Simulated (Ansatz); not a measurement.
# HfCl5: the cost of one run

Method: DFT PBE, scalar-relativistic, plane waves, PAW, in Ansatz 0.2.0.

1 further run of the same task is left out (it didn't finish).

## (1) The structure to begin with

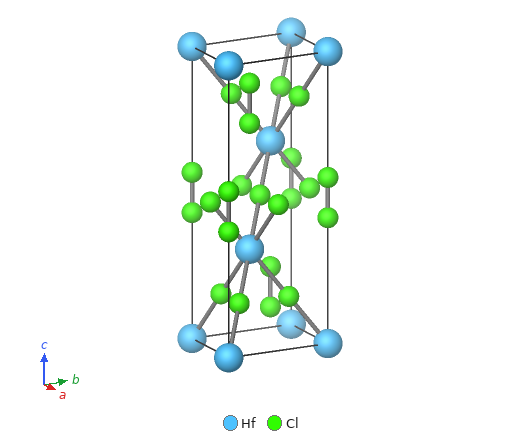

Start, viewed slightly off an axis; hafnium blue, chlorine green. Atoms on the faces are drawn again on the opposite ones. The cell drawn here is the conventional one.

Structure file:

```
CELL_PARAMETERS angstrom
3.23605 1.86833 4.52808
-3.23605 1.86833 4.52808
0.00000 -3.73667 4.52808
ATOMIC_POSITIONS crystal
Hf 0.00000 0.00000 0.00000
Cl 0.00000 0.00000 0.50000
Cl 0.50000 0.00000 0.00000
Cl 0.00000 0.50000 0.00000
Cl 0.56887 0.56887 0.56887
Cl 0.43113 0.43113 0.43113
```

Recipe of the guess: random cell by space group and Wyckoff sites (R-3m, No. 166). Its size is a rough estimate.

## (2) Probe: one point on a coarse mesh

Contents of input.yaml:

```yaml
crystal:
  lattice:
    - [3.23604968, 1.86833415, 4.52808175]
    - [-3.23604968, 1.86833415, 4.52808175]
    - [0.0, -3.73666831, 4.52808175]
  atoms:
    - { symbol: Hf, position: [0.0, 0.0, 0.0] }
    - { symbol: Cl, position: [0.0, 0.0, 0.5] }
    - { symbol: Cl, position: [0.5, 0.0, 0.0] }
    - { symbol: Cl, position: [0.0, 0.5, 0.0] }
    - { symbol: Cl, position: [0.56887476, 0.56887476, 0.56887476] }
    - { symbol: Cl, position: [0.43112524, 0.43112524, 0.43112524] }
basis:
  ecutwfc: 420
kpoints:
  mp_grid: { grid: [3, 3, 3] }
hamiltonian:
  xc: pbe
scf:
  occupations: { method: gaussian, width: 0.1 }
  lower_state_search: "off"
output:
  forces: true
  stress: true
  eigenvalues: true
```

Command:

```bash
$ ansatz run input.yaml --threads 1 --pin off --max-ram 2560MiB --backend cpu --events-out ev --progress --plain --runs-dir out
```

**Question.** How long does this run take on 1 thread of AMD EPYC (Zen 3), shared host, and how much memory does it need?

About 6.6 s, with a peak of 0.41 GiB.
